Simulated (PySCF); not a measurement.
```yaml
atoms:
  - { symbol: Si, position_ang: [-0.0783, -0.7292, -1.6143] }
  - { symbol: C, position_ang: [-0.0452, -0.7801, 0.2806] }
  - { symbol: C, position_ang: [0.5239, 0.4701, 0.8664] }
  - { symbol: C, position_ang: [-0.1737, 1.4317, 1.4765] }
  - { symbol: H, position_ang: [0.5544, -1.6605, 0.5713] }
  - { symbol: H, position_ang: [-1.0745, -0.9549, 0.6358] }
  - { symbol: H, position_ang: [1.6067, 0.6056, 0.7462] }
  - { symbol: H, position_ang: [-1.2561, 1.3490, 1.6203] }
  - { symbol: H, position_ang: [0.3119, 2.3340, 1.8563] }
  - { symbol: H, position_ang: [1.3067, -0.5465, -2.1489] }
  - { symbol: H, position_ang: [-0.9278, 0.4071, -2.0825] }
  - { symbol: H, position_ang: [-0.6325, -2.0089, -2.1566] }
```

Geometry: PBE0-D3(BJ)/def2-SVP.

Method: PBE0/pcSseg-1, SCF density, gas phase, non-relativistic in PySCF.

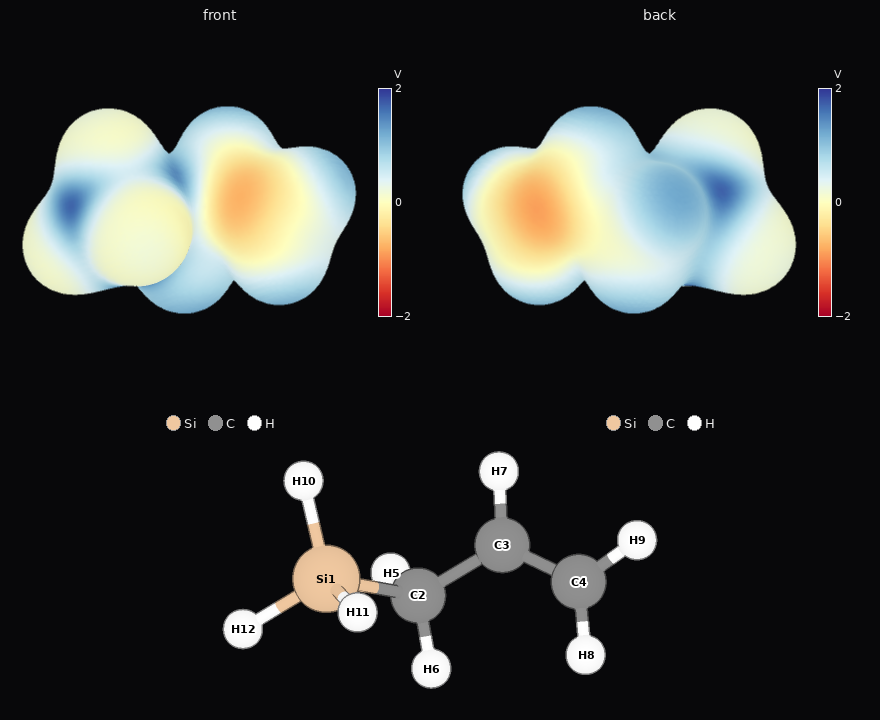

C3H8Si. The electrostatic potential painted on the density surface at 0.004 e/bohr³, seen from the front and from behind; red is negative and blue positive. The bare structure is drawn below in the same view.

Q: Where is the surface potential most negative and most positive?

A: The most negative region (about −0.8 V) lies over the π face of C3 and C4, the most positive (about +1.6 V) over Si1.

Q: How polar is the molecule by this calculation?

A: Its dipole moment is 0.48 D.
